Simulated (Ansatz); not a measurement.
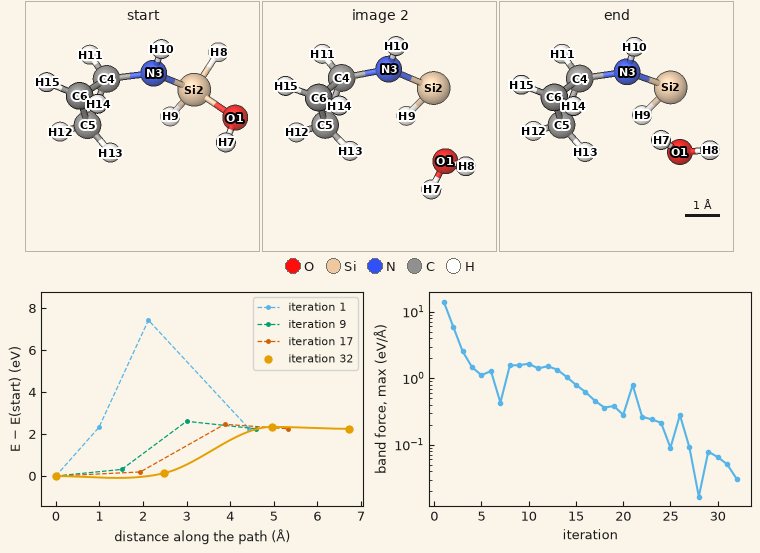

A nudged-elastic-band calculation for C₃H₉NOSi. Images are numbered from 0 (start) to 3 (end). The plot follows the band through its iterations. The picture is a ball-and-stick view, seen at a tilt.

Theory: Ansatz 0.2.0, RKS B3LYP/6-31G*. Settings: 2 movable images; climbing image; force threshold 0.05 eV/Å; iteration limit 60; starting path through a guess of the saddle point.

> How did the profile develop, and is the result final?

The run is converged, with reservations. The band converged in 32 iterations. The largest component of the band force went from 14 to 0.031 eV/Å. The climbing image converged on the top of the path. Its curvatures weren't checked. So few images resolve the path coarsely. The first iteration put the highest image at 7.43 eV. The highest point, image 2, lies 2.34 eV above the start and 0.09 eV above the end; the end is at +2.25 eV relative to the start.

Cost: 3.3 min on 2 threads of Arm Neoverse V2, on a shared host, peak memory 0.27 GiB.
